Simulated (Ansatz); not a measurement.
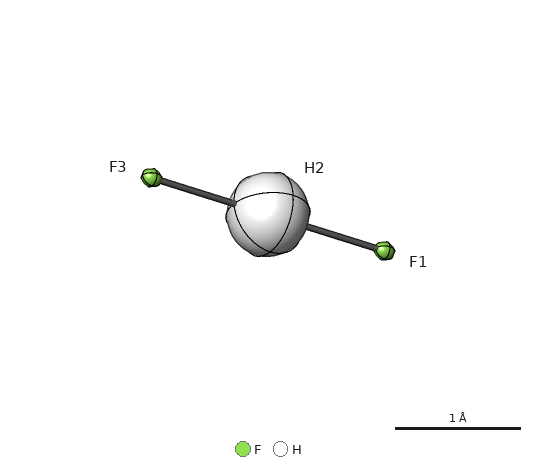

Displacement ellipsoids at the 50 % level, enlarged 2 times, from the internal vibrations of the free molecule (harmonic, no overall translation or rotation; no half-axis is drawn under 0.075 Å). State: charge −1, singlet. Vibrations computed with RKS PBE0-D4/def2-TZVPD (Ansatz 0.2.0). Temperature: 298 K.

### Which atom has the largest mean-square displacement?

H2, with U_eq = 0.0121 Å².

List U_eq and the three principal root-mean-square amplitudes for each kind of atom.

```
  atom  U_eq (Å²)   rms amplitudes (Å)
F1, F3    0.00027  0.003, 0.003, 0.028
    H2     0.0121  0.107, 0.112, 0.112
```
